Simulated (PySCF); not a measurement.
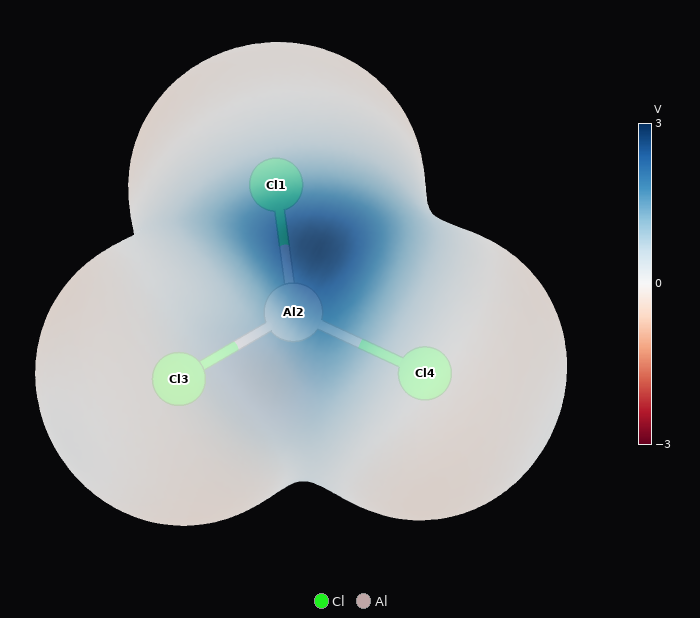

Figure. AlCl₃ (Aluminum trichloride). The electrostatic potential painted on the density surface at 0.001 e/bohr³, seen at a tilt; the colour scale runs from red (negative) to blue (positive).

Geometry: PBE0-D3(BJ)/def2-TZVP.

The calculation used PySCF 2.14.0, PBE0/pcSseg-2, SCF density, gas phase, non-relativistic.

> Where is the surface potential most negative and most positive?

The most negative region (about −0.2 V) lies over Cl1, Cl3 and Cl4, the most positive (about +2.8 V) over Al2.

> How polar is the molecule by this calculation?

Its dipole moment is zero.
